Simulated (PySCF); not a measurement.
Zn(I)(OH), SMILES [Zn]([OH])[I] at its PBE0/def2-SVP optimised geometry (Å):

```
4

Zn     0.1161     0.3561     0.0000
I     -2.2989     0.5144     0.0000
O      1.8885     0.3561     0.0000
H      2.2989    -0.5144     0.0032
```

Computed with PBE0/def2-TZVP, def2 effective core potentials past Kr in PySCF 2.14.0. The core electrons that the potentials of I replace are not part of the density. Cells within 0.4 Å of a nucleus heavier than hydrogen are left out (blank, or x).

Map of the electrostatic potential (hartree/e), clipped to [-0.08, 0.12] on the plane z = 0.0 Å:

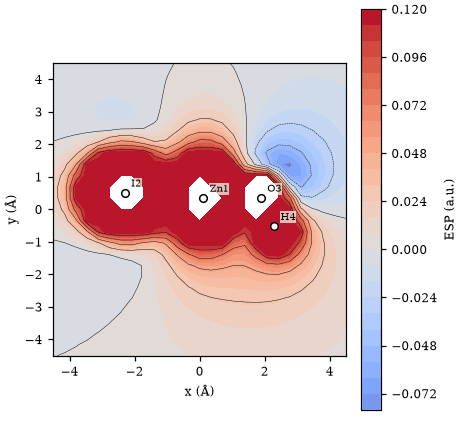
*Electrostatic potential (hartree/e), clipped to [-0.08, 0.12] on the plane z = 0.0 Å.*
